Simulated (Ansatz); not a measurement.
Base system: Sc in the hcp (Mg type) structure (space group P6_3/mmc, No. 194; a = 3.277 Å, c = 5.085 Å).

Structures relaxed with PBEsol (Ansatz, a first-principles code; PAW; 420 eV plane waves; scalar-relativistic without spin-orbit coupling).

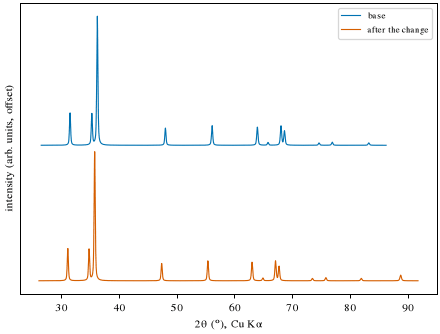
Figure. Simulated powder patterns before (top) and after one change

**Question.** Which change produced these results?
A) pressure −1 GPa
B) pressure 0.9 GPa
C) pressure −2 GPa
D) pressure 30 GPa

**Answer.** C, pressure −2 GPa. Its volume per atom is 24.55 Å³ against 23.65 Å³, and its space group is P6_3/mmc (No. 194).

Load acts through the strain it causes; cell and atoms are relaxed under it. No phonon test of stability was made. No other phases were tried under pressure. The final runs are not spin-polarised.
